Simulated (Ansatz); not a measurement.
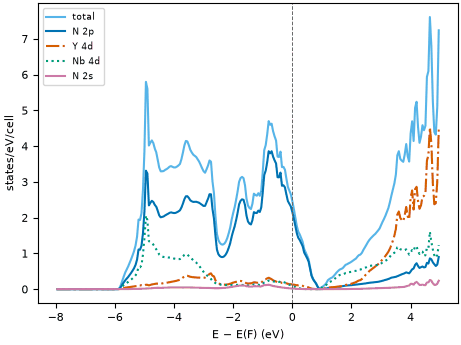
Figure: Total and projected density of states of YNbN3 (cubic perovskite, Pm-3m), the program Ansatz at the r²SCAN level (PAW)

Task: Which orbitals carry the states next to the Fermi level?

Result: Within 0.5 eV of the Fermi level: N 2p 87 %, Y 4d 6 %. Projections are on Löwdin-orthogonalised atomic valence shells; empty p or d shells of many metals are not among them.

Task: Where is the tallest occupied peak in this window, and what makes it?

Result: Near -4.9 eV, about 5.8 states/eV per cell; the largest projected share is N 2p.

The start of the workflow was typed in or built on a structure type; neither database checked (COD, Materials Project) lists it. Its standing as an ambient phase is unchecked. Symmetry was held in the r²SCAN relaxation; its stability against distortions is not shown here. The workflow began spin-polarised and lost its moments. Other orbital occupations within this spin state were not tried. Spin–orbit coupling is left out wherever it is not named.

Potentials: the earlier of the program's two PAW sets.
